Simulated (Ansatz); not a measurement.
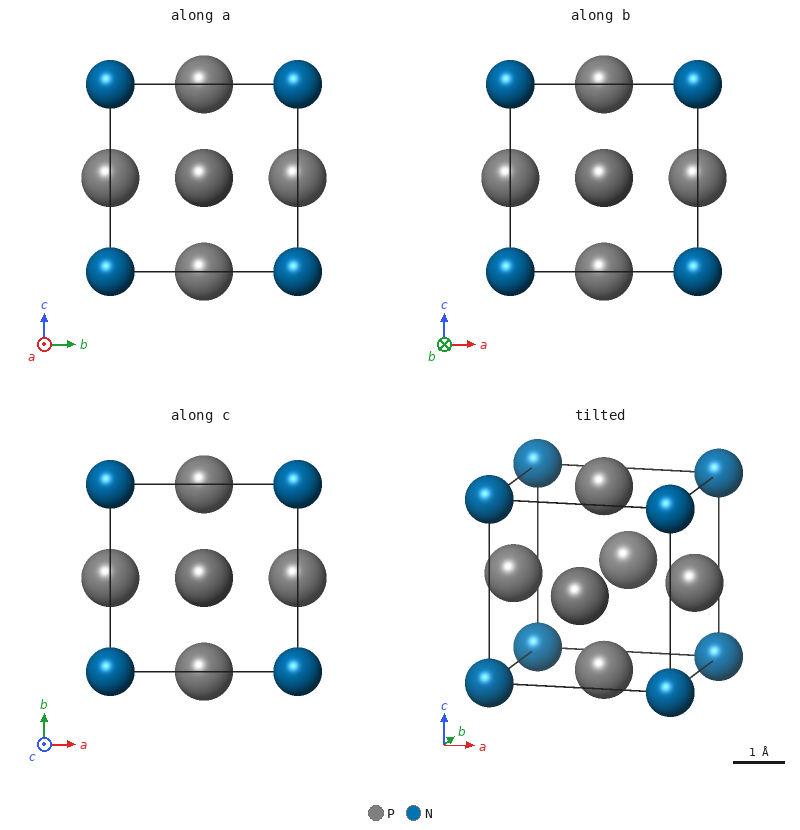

Crystal structure, spheres-only style, seen along the a axis, along the b axis, along the c axis and slightly off an axis. The conventional unit cell is drawn as a box.

Lattice parameters: a = 3.678 Å, b = 3.678 Å, c = 3.678 Å, α = 90.00°, β = 90.00°, γ = 90.00°.

Set out the cell and atoms as a table of Wyckoff sites.

Answer. Space group Pm-3m (No. 221).
```tsv
atom	site	x	y	z
P	3c	0.0000	0.5000	0.5000
N	1a	0.0000	0.0000	0.0000
```

The cell started as a structure type filled with these elements by a generator (whether the compound takes this form wasn't checked). It is drawn as it came out of a relaxation with DFT PBE, scalar-relativistic, plane waves, PAW (Ansatz).
